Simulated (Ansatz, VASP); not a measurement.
# Cross-check of SiC (Moissanite) between VASP and Ansatz, part 2 of 2

Aim: how closely do two programs agree when they are given the same cell, functional and k mesh? The cell is taken from a series of VASP runs on this material, whose earlier steps may have relaxed, scaled or displaced it; both programs get it as it stands. Valence electrons are named where the data sets of a main pair hold unlike numbers.

VASP 6.6.1 and Ansatz 0.2.0.

So far: The structure; Ansatz: band structure, r2SCAN-EpsX with an exact-exchange share of 0.141.

## 3. VASP: band structure, r2SCAN-EpsX with an exact-exchange share of 0.141

Level of this step: r2SCAN-EpsX, exact-exchange share 1/7.082; plane waves and PAW (Si, C) (VASP).

The same cell, functional, mesh and smearing now go to VASP, with its own data sets.

Lines of VASP's logs that name or quote its potential files are left out, and so is its time.

The run reads the wave functions of an earlier VASP run, which isn't shown here.

Contents of INCAR:

```
SYSTEM = SiC
PREC = Accurate
ENCUT = 460
EDIFF = 1E-06
NELM = 100
ISMEAR = 0
SIGMA = 0.03
LREAL = .FALSE.
ALGO = Normal
LHFCALC = .TRUE.
AEXX = 0.141
METAGGA = R2SCAN
LASPH = .TRUE.
NBANDS = 14
PRECFOCK = Fast
HFRCUT = -1
LORBIT = 11
LWAVE = .FALSE.
LCHARG = .FALSE.
KPAR = 8
```

Contents of POSCAR:

```
SiC
1.0
    3.0760000000      0.0000000000      0.0000000000
   -1.5380000000      2.6638941420      0.0000000000
    0.0000000000      0.0000000000      5.0480000000
Si C
2 2
Direct
    0.6666666667      0.3333333333      0.5000000000
    0.3333333333      0.6666666667      0.0000000000
    0.6666666667      0.3333333333      0.8850000000
    0.3333333333      0.6666666667      0.3850000000
```

Contents of KPOINTS:

```
Automatic mesh
0
Gamma
5 5 3
0 0 0
```

Contents of KPOINTS_OPT:

```
Line mode
10
Line-mode
Reciprocal
  0.00000000   0.00000000   0.00000000 GAMMA
  0.50000000   0.00000000   0.00000000 M

  0.50000000   0.00000000   0.00000000 M
  0.33333333   0.33333333   0.00000000 K

  0.33333333   0.33333333   0.00000000 K
  0.00000000   0.00000000   0.00000000 GAMMA

  0.00000000   0.00000000   0.00000000 GAMMA
  0.00000000   0.00000000   0.50000000 A

  0.00000000   0.00000000   0.50000000 A
  0.50000000   0.00000000   0.50000000 L

  0.50000000   0.00000000   0.50000000 L
  0.33333333   0.33333333   0.50000000 H

  0.33333333   0.33333333   0.50000000 H
  0.00000000   0.00000000   0.50000000 A

  0.50000000   0.00000000   0.50000000 L
  0.50000000   0.00000000   0.00000000 M

  0.33333333   0.33333333   0.00000000 K
  0.33333333   0.33333333   0.50000000 H
```

Potentials, in the order of the species: Si and C (PBE family, release 64).

Run with:

```console
> mpirun -np 8 vasp_std
```

Numbers of over 12 decimals in the logs are rounded to 6 here.

Output:

```text
[banner, memory and clock lines left out]
running    8 mpi-ranks, on    1 nodes
 distrk:  each k-point on    1 cores,    8 groups
 distr:  one band on    1 cores,    1 groups

 POSCAR found type information on POSCAR SiC
 POSCAR found :  2 types and       4 ions
|                                                                             |
|           W    W    AA    RRRRR   N    N  II  N    N   GGGG   !!!           |
|           W    W   A  A   R    R  NN   N  II  NN   N  G    G  !!!           |
|           W    W  A    A  R    R  N N  N  II  N N  N  G       !!!           |
|           W WW W  AAAAAA  RRRRR   N  N N  II  N  N N  G  GGG   !            |
|           WW  WW  A    A  R   R   N   NN  II  N   NN  G    G                |
|           W    W  A    A  R    R  N    N  II  N    N   GGGG   !!!           |
|                                                                             |
|     For optimal performance we recommend to set                             |
|       NCORE = 2 up to number-of-cores-per-socket                            |
|     NCORE specifies how many cores store one orbital (NPAR=cpu/NCORE).      |
|     This setting can greatly improve the performance of VASP for DFT.       |
|     The default, NCORE=1 might be grossly inefficient on modern             |
|     multi-core architectures or massively parallel machines. Do your        |
|     Unfortunately you need to use the default for GW and RPA                |
|     calculations (for HF NCORE is supported but not extensively tested      |
|     yet).                                                                   |
|                                                                             |

|                                                                             |
|               ----> ADVICE to this user running VASP <----                  |
|                                                                             |
|     You enforced a specific xc type in the INCAR file but a different       |
|     [... a line on the potential file left out ...]
|     I HOPE YOU KNOW WHAT YOU ARE DOING!                                     |
|                                                                             |

 LDA part: xc-table for (None), standard interpolation
 found WAVECAR, reading the header
 POSCAR, INCAR and KPOINTS ok, starting setup
 FFT: planning ... GRIDC
 FFT: planning ... GRID_SOFT
 FFT: planning ... GRID
 HFRCUT set to (new)   9.047566
 reading WAVECAR
 the WAVECAR file was read successfully
 initial charge from wavefunction
 entering main loop
       N       E                     dE             d eps       ncg     rms          rms(c)
DAV:   1    -0.411425413017E+02   -0.41143E+02   -0.18595E+00   280   0.120E+01    0.523E+00
DAV:   2    -0.411518549215E+02   -0.93136E-02   -0.66831E-02   370   0.192E+00    0.417E+00
DAV:   3    -0.411484206591E+02    0.34343E-02   -0.61599E-03   352   0.497E-01    0.247E+00
DAV:   4    -0.411479145037E+02    0.50616E-03   -0.10847E-03   358   0.205E-01    0.142E+00
DAV:   5    -0.411477279406E+02    0.18656E-03   -0.67793E-05   358   0.592E-02    0.815E-01
DAV:   6    -0.411476480274E+02    0.79913E-04   -0.13858E-05   340   0.328E-02    0.470E-01
DAV:   7    -0.411476136782E+02    0.34349E-04   -0.58542E-06   316   0.223E-02    0.270E-01
DAV:   8    -0.411475977189E+02    0.15959E-04   -0.19850E-06   218   0.133E-02    0.157E-01
DAV:   9    -0.411475897943E+02    0.79246E-05   -0.10138E-06   158   0.963E-03    0.892E-02
DAV:  10    -0.411475857356E+02    0.40587E-05   -0.33619E-07   158   0.543E-03    0.507E-02
DAV:  11    -0.411475835851E+02    0.21505E-05   -0.12718E-07   158   0.335E-03    0.288E-02
DAV:  12    -0.411475824157E+02    0.11693E-05   -0.49039E-08   158   0.207E-03    0.163E-02
DAV:  13    -0.411475817711E+02    0.64466E-06   -0.19859E-08   140   0.133E-03
   1 F= -.41147582E+02 E0= -.41147582E+02  d E =-.795206E-11
 Start KPOINTS_OPT (optional k-point list driver)
k-point batch [1-10\90]
       N       E                     dE             ncg
DAV:   1     0.904364880185E+03   -0.22538E+04      280
DAV:   2     0.280059688242E+03   -0.62431E+03      408
DAV:   3     0.229103717986E+03   -0.50956E+02      376
DAV:   4     0.228449050820E+03   -0.65467E+00      364
DAV:   5     0.228440232299E+03   -0.88185E-02      388
DAV:   6     0.228440102386E+03   -0.12991E-03      364
DAV:   7     0.228440098873E+03   -0.35133E-05      338
DAV:   8     0.228440098749E+03   -0.12362E-06      284
[...]
k-point batch [81-90\90]
       N       E                     dE             ncg
DAV:   1     0.624305487881E+03   -0.60083E+04      280
DAV:   2     0.960028007690E+02   -0.52830E+03      354
DAV:   3     0.667545586037E+02   -0.29248E+02      388
DAV:   4     0.663875355095E+02   -0.36702E+00      394
DAV:   5     0.663845544835E+02   -0.29810E-02      400
DAV:   6     0.663845278647E+02   -0.26619E-04      370
DAV:   7     0.663845275815E+02   -0.28327E-06      278
```

OUTCAR, selected parts (step 3):

```text
ion  position               nearest neighbor table
   1  0.667  0.333  0.500-   4 1.87   4 1.87   4 1.87   3 1.94   2 3.09   2 3.09   2 3.09   2 3.09
                             2 3.09   2 3.09
   2  0.333  0.667  0.000-   3 1.87   3 1.87   3 1.87   4 1.94   1 3.09   1 3.09   1 3.09   1 3.09
                             1 3.09   1 3.09
   3  0.667  0.333  0.885-   2 1.87   2 1.87   2 1.87   1 1.94
   4  0.333  0.667  0.385-   1 1.87   1 1.87   1 1.87   2 1.94

  LATTYP: Found a hexagonal cell.
 ALAT       =     3.0760000000
 C/A-ratio  =     1.6410923277

 Subroutine GETGRP returns: Found 12 space group operations
 (whereof  6 operations were pure point group operations)

The static configuration has the point symmetry C_3v.
 The point group associated with its full space group is C_6v.

 Found     10 irreducible k-points:

   k-points           NKPTS =     10   k-points in BZ     NKDIM =     75   number of bands    NBANDS=     14

   dimension x,y,z NGX =    24 NGY =   24 NGZ =   36
   dimension x,y,z NGXF=    48 NGYF=   48 NGZF=   72

   ENCUT  =  460.0 eV  33.81 Ry    5.81 a.u.   5.38  5.38  8.83*2*pi/ulx,y,z

   NELECT =      16.0000    total number of electrons

 k-points in reciprocal lattice and weights: Automatic mesh
   0.00000000  0.00000000  0.00000000       0.013
   0.20000000 -0.00000000  0.00000000       0.080
   0.40000000 -0.00000000  0.00000000       0.080
   0.20000000  0.20000000  0.00000000       0.080
   0.40000000  0.20000000  0.00000000       0.080
   0.00000000  0.00000000  0.33333333       0.027
   0.20000000 -0.00000000  0.33333333       0.160
   0.40000000 -0.00000000  0.33333333       0.160
   0.20000000  0.20000000  0.33333333       0.160
   0.40000000  0.20000000  0.33333333       0.160

  exchange ACFDT corr.  =         0.00000000  see jH, gK, PRB 81, 115126

 average (electrostatic) potential at core
       1 -80.5512       2 -80.5512       3 -43.9087       4 -43.9087

 E-fermi :   7.9485

 k-point     1 :       0.0000    0.0000    0.0000
  band No.  band energies     occupation
    ...
      4       6.0741      2.00000
      5       6.0741      2.00000
      6       7.4932      2.00000
      7       7.4932      2.00000
      8       7.8243      2.00000
      9      13.9411      0.00000
     10      15.3657      0.00000
     11      15.8006      0.00000
     12      15.8006      0.00000
     13      16.9616      0.00000
    ...

 k-point     2 :       0.2000   -0.0000    0.0000
  band No.  band energies     occupation
    ...
      4       3.0633      2.00000
      5       5.1104      2.00000
      6       5.2041      2.00000
      7       7.0297      2.00000
      8       7.2235      2.00000
      9      13.5979      0.00000
     10      15.7332      0.00000
     11      16.2097      0.00000
     12      16.9925      0.00000
     13      17.0213      0.00000
    ...

 k-point     3 :       0.4000   -0.0000    0.0000
  band No.  band energies     occupation
    ...
      4       1.2148      2.00000
      5       1.6591      2.00000
      6       4.0523      2.00000
      7       5.1059      2.00000
      8       6.2738      2.00000
      9      11.9259      0.00000
     10      13.5818      0.00000
     11      16.2367      0.00000
     12      16.6507      0.00000
     13      18.3551      0.00000
    ...

  energy-cutoff  :      460.00
  volume of cell :       41.36
      direct lattice vectors                 reciprocal lattice vectors
     3.076000000  0.000000000  0.000000000     0.325097529  0.187695146  0.000000000
    -1.538000000  2.663894142  0.000000000     0.000000000  0.375390292  0.000000000
     0.000000000  0.000000000  5.048000000     0.000000000  0.000000000  0.198098257

 POSITION                                       TOTAL-FORCE (eV/Angst)
 -----------------------------------------------------------------------------------
      1.53800      0.88796      2.52400         0.000000     -0.000000      0.764960
     -0.00000      1.77593      0.00000        -0.000000      0.000000      0.764960
      1.53800      0.88796      4.46748        -0.000000      0.000000     -0.764960
     -0.00000      1.77593      1.94348         0.000000     -0.000000     -0.764960
 -----------------------------------------------------------------------------------
    total drift:                                0.000000      0.000000      0.001416

  FREE ENERGIE OF THE ION-ELECTRON SYSTEM (eV)
  ---------------------------------------------------
  free  energy   TOTEN  =       -41.1475817711 eV

  energy  without entropy=      -41.1475817711  energy(sigma->0) =      -41.14758177

 total charge
# of ion       s       p       d       tot
------------------------------------------
    1        0.709   0.983   0.000   1.692
    2        0.709   0.983   0.000   1.692
    3        0.851   1.723   0.000   2.573
    4        0.851   1.723   0.000   2.573
--------------------------------------------------
tot          3.119   5.411   0.000   8.530

[... 3 further parts left out ...]
```

## 4. Comparison

Known differences besides the potentials themselves: exact exchange at q = 0 is treated differently, which shows on coarse meshes; VASP keeps PBE cores, Ansatz makes them for the functional; the cutoff is 500 eV in Ansatz and 460 eV in VASP; VASP takes a coarser grid for exact exchange (PRECFOCK = Fast). Total energies have different zeros and are not compared.

Compared:

```csv
quantity,Ansatz,VASP,difference
gap over the path points (eV),3.482,3.495,-0.013
```

Forces (eV/Å; atoms numbered as in POSCAR):

```csv
atom,"Ansatz x, y, z","VASP x, y, z"
Si1,"0.000, 0.000, 0.765","0.000, 0.000, 0.765"
Si2,"0.000, 0.000, 0.765","0.000, 0.000, 0.765"
C3,"0.000, 0.000, -0.765","0.000, 0.000, -0.765"
C4,"0.000, 0.000, -0.765","0.000, 0.000, -0.765"
```

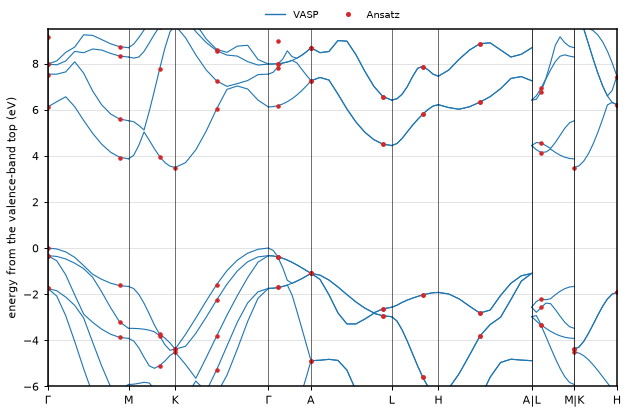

Bands from VASP (lines) and levels from Ansatz (dots). Dots without a line are higher empty bands that the VASP plot leaves out.

Levels at points of the path, from each program's valence-band top (eV; 4 filled, then empty):

```csv
k (reciprocal lattice),Ansatz,VASP
0.000 0.000 0.000,-1.74 -0.33 -0.33 0.00 6.09 7.52 7.98,-1.75 -0.33 -0.33 0.00 6.12 7.54 7.98
0.444 0.000 0.000,-6.13 -3.86 -3.20 -1.62 3.93 5.58 8.31,-6.14 -3.87 -3.20 -1.63 3.94 5.59 8.32
0.389 0.222 0.000,-6.53 -5.10 -3.80 -3.74 3.96 7.74 9.59,-6.53 -5.10 -3.81 -3.74 3.97 7.75 9.60
0.333 0.333 0.000,-7.09 -4.51 -4.38 -4.38 3.48 9.63 10.38,-7.10 -4.51 -4.38 -4.38 3.50 9.65 10.40
0.185 0.185 0.000,-5.29 -3.82 -2.26 -1.59 6.02 7.24 8.55,-5.29 -3.82 -2.26 -1.59 6.03 7.25 8.56
0.000 0.000 0.111,-1.70 -0.39 -0.38 -0.38 6.15 7.82 8.00,-1.71 -0.39 -0.38 -0.38 6.17 7.84 7.99
0.000 0.000 0.500,-1.09 -1.09 -1.09 -1.09 7.24 7.24 8.68,-1.10 -1.10 -1.10 -1.10 7.25 7.25 8.68
0.444 0.000 0.500,-2.93 -2.93 -2.64 -2.64 4.49 4.49 6.56,-2.94 -2.94 -2.64 -2.64 4.51 4.51 6.57
0.389 0.222 0.500,-5.61 -5.61 -2.03 -2.03 5.79 5.79 7.87,-5.61 -5.61 -2.03 -2.03 5.81 5.81 7.88
0.185 0.185 0.500,-3.82 -3.82 -2.81 -2.81 6.31 6.31 8.85,-3.82 -3.82 -2.82 -2.82 6.32 6.32 8.86
```

The forces differ by 0.2 meV/Å r.m.s., which is 0.1 % of the r.m.s. force of 0.442 eV/Å (both taken over all components). Among the levels compared at these points, filled levels agree within 11 meV and empty ones within 23 meV.

## 5. Results

- largest difference of a filled level at the path points (band structure, r2SCAN-EpsX with an exact-exchange share of 0.141): 11 meV

**Reading.** The largest difference of a filled level at the path points is 11 meV (band structure, r2SCAN-EpsX with an exact-exchange share of 0.141), within the 80 meV picked in this series as the mark of a large difference. Such differences can come from data sets, numerical settings and the points named under the comparisons, not from the functional's error against experiment.

[Lines on the potential files, build, host, timing and source positions are cut from VASP's logs without a mark.]

[Logs are printed without paths, hosts, clocks, repeated set-up lines and the standing remarks that a program may print on its own settings, such as how far it seeks lower states.]

[Hosts, paths, dates, database ids (printed as entryN), source tags and the programs' standing remarks are cut or masked in the printed files.]
